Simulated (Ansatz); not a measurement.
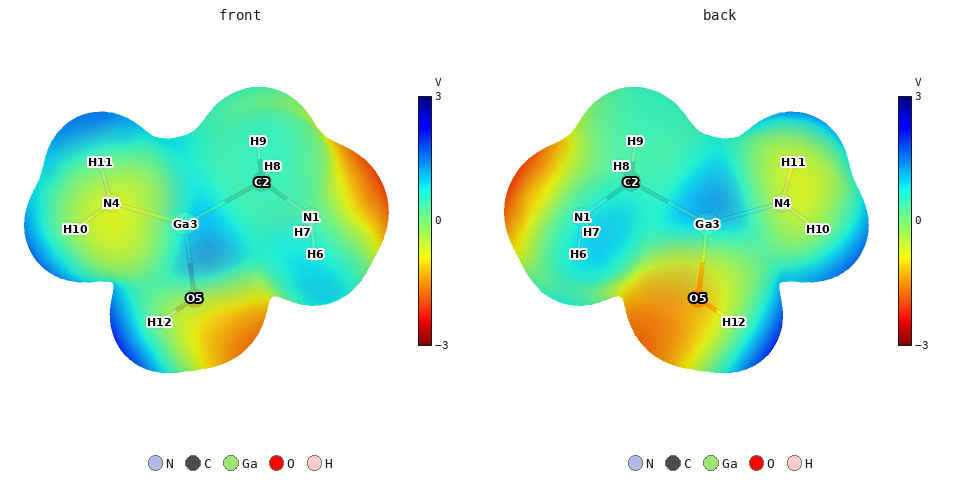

*CH$_{7}$GaN$_{2}$O. The electrostatic potential painted on the density surface at 0.002 e/bohr³, seen from the front and from behind; red is negative and blue positive.*

All numbers below come from RKS r2SCAN/def2-SVP in Ansatz 0.2.0.

```yaml
atoms:
  - { symbol: N, position_ang: [-1.8380, 0.9525, 0.9628] }
  - { symbol: C, position_ang: [-1.0831, -0.2979, 0.8586] }
  - { symbol: Ga, position_ang: [0.5245, -0.1760, -0.2938] }
  - { symbol: N, position_ang: [1.7922, -1.3766, -0.8002] }
  - { symbol: O, position_ang: [0.7065, 1.4960, -0.9415] }
  - { symbol: H, position_ang: [-1.2232, 1.6945, 1.3004] }
  - { symbol: H, position_ang: [-2.1107, 1.2648, 0.0298] }
  - { symbol: H, position_ang: [-0.7874, -0.6297, 1.8694] }
  - { symbol: H, position_ang: [-1.7486, -1.0960, 0.4856] }
  - { symbol: H, position_ang: [2.5736, -1.1717, -1.4139] }
  - { symbol: H, position_ang: [1.7962, -2.3496, -0.5155] }
  - { symbol: H, position_ang: [1.4750, 1.6346, -1.5077] }
```

### Where is the surface potential most negative and most positive?

The most negative region (about −2.0 V) lies over N1, the most positive (about +1.9 V) over H12. N1 is the likeliest acceptor of a hydrogen bond.
